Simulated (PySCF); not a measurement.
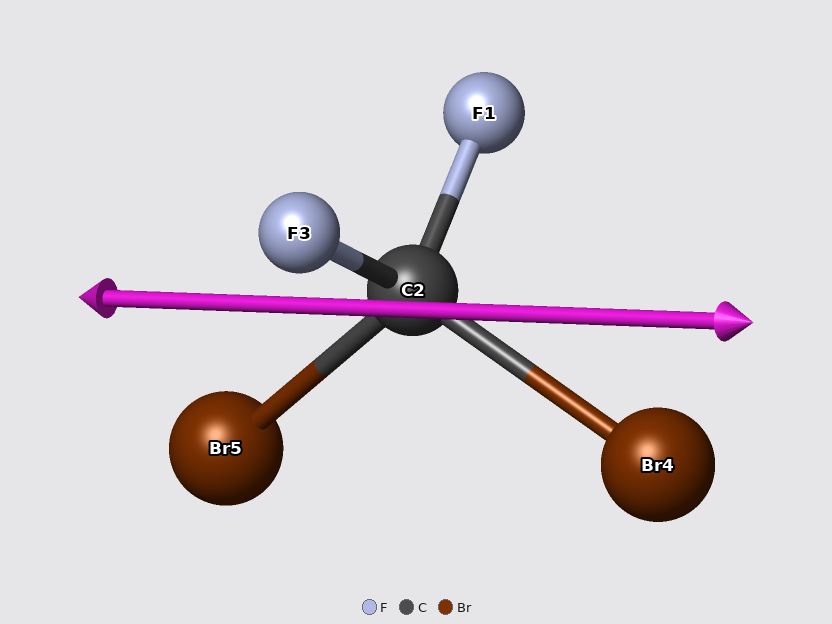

The double arrow shows the direction of the transition dipole to excited singlet state 9 (its length means nothing). The geometry was computed by an optimisation with PBE0-D3(BJ)/def2-SVP. No frequency run is at hand to confirm it as a minimum. Level of theory: TDDFT PBE0/6-31G*, vertical, gas phase, core orbitals frozen in the response (PySCF 2.14.0).

### How is the transition polarised?

Close to the long direction Br4···Br5.

### Give its energy, strength and character.

8.22 eV (151 nm), oscillator strength 0.27, mainly HOMO−3 → LUMO+1 (weight 0.74); transition dipole 2.95 D.
